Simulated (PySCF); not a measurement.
SMILES [CH3][Ge]([CH3])([F])[Br] (C2H6BrFGe) at its PBE0/def2-SVP optimised geometry (Å):

```
11

C     -0.9198     1.7497     0.0000
Ge    -0.2938    -0.0773     0.0000
C     -0.9228    -1.2768    -1.3764
F     -0.7676    -0.7769     1.5273
Br     2.0174    -0.0773     0.0000
H     -0.4950     2.2812     0.8626
H     -0.6055     2.2577    -0.9227
H     -2.0174     1.7684     0.0699
H     -0.5154    -2.2812    -1.1961
H     -0.5924    -0.9288    -2.3652
H     -2.0215    -1.3247    -1.3551
```

Level of theory: PBE0/def2-TZVP (PySCF). Cells within 0.4 Å of a nucleus heavier than hydrogen are left out (blank, or x).

Map of the log10 of the electron density (e/bohr³), floored at −4 on the plane z = 0.0 Å:

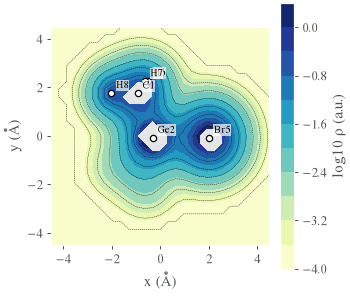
Figure: Log10 of the electron density (e/bohr³), floored at −4 on the plane z = 0.0 Å.
